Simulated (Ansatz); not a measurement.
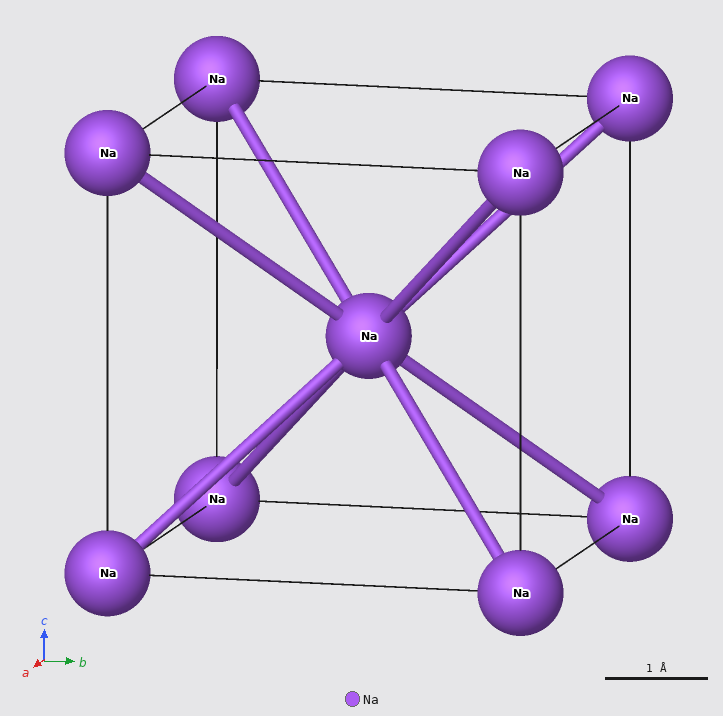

Ball-and-stick drawing of the structure, looking slightly off an axis. The conventional unit cell is drawn as a box.

The bonds drawn are Na–Na up to 4.05 Å (cut-off distances).

**What is the cell content?**

2 (sodium), counting shared atoms by their share.

**State the space group and its number.**

Im-3m (No. 229), with Na on 2a.

**Give the prototype.**

Body-centred cubic (W type).

**Describe the bonded network.**

The bonds build a three-dimensional framework.

The cell started as the standard structure of this element. Earlier steps of the study may have refined or changed the cell and positions. Ansatz was used for an electronic-structure calculation on it.
